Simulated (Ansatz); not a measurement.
The relaxed structure here is a generated cell of AlNi: the first start was made by placing the elements on the sites of a structure type, and the end was not matched to a known phase here, so it may be hypothetical. Known forms of AlNi include space group No. 221.

One stationary structure of AlNi. Space group Immm (No. 71). Level of theory: PBE (plane waves to 420 eV, PAW, scalar-relativistic; Ansatz, a program for electronic structure).

Space group Immm (No. 71); a = 2.659 Å, b = 4.129 Å, c = 4.955 Å, α = β = γ = 90.00°

```json
[
 {"atom": "Ni", "site": "2a", "symmetry": "mmm", "x": "0.0000", "y": "0.0000", "z": "0.0000"},
 {"atom": "Al", "site": "2c", "symmetry": "mmm", "x": "0.0000", "y": "0.0000", "z": "0.5000"}
]
```
(The calculation used a cell of 2 atoms; values per cell refer to that cell.)

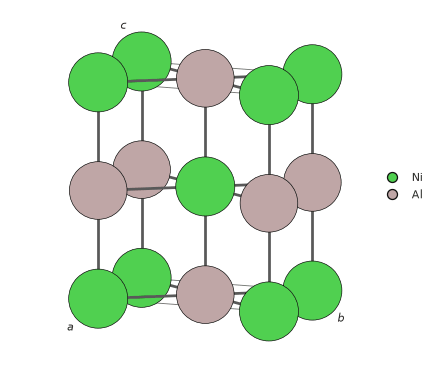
Figure: The conventional cell of the relaxed structure

```json
{
 "volume_per_atom": "13.60 Å³",
 "band_gap": "no gap (metallic)",
 "magnetic_moment": "zero (the starting moments vanished)",
 "shortest_distances": "Al–Ni 2.46 Å; Ni–Ni 2.66 Å; Al–Al 2.66 Å",
 "k-mesh": "19×19×19"
}
```

Band energies at high-symmetry points (eV from the Fermi level; labels of this space group; no spin-orbit coupling), from −5 eV up to 1.1 eV:

```json
[
 {"point": "Γ", "energies": "-2.69 -2.56 -1.96 -1.41 -1.13"},
 {"point": "X", "energies": "-3.89 -3.20 -2.11 -1.29 -1.27 -0.91 -0.56"},
 {"point": "F2", "energies": "-4.04 -3.07 -3.04 -3.01 -1.42 0.25 0.51 0.91"},
 {"point": "Σ0", "energies": "-4.04 -3.07 -3.04 -3.01 -1.42 0.25 0.51 0.91"},
 {"point": "Y0", "energies": "-3.84 -3.83 -2.32 -1.28 -1.14 -0.92 -0.43"},
 {"point": "U0", "energies": "-3.84 -3.83 -2.32 -1.28 -1.14 -0.92 -0.43"},
 {"point": "R", "energies": "-4.80 -3.33 -3.11 -2.28 -1.49 -1.38 0.57"},
 {"point": "W", "energies": "-4.00 -3.50 -2.46 -2.18 -1.96 -0.53 0.04"}
]
```

No spin polarisation in the result: the starting moments vanished. A magnetic state may lie lower.

The run could not lower the symmetry of its start; a shaken copy of this end point relaxes with PBE to R-3m (No. 166), 0.21 eV/atom lower.
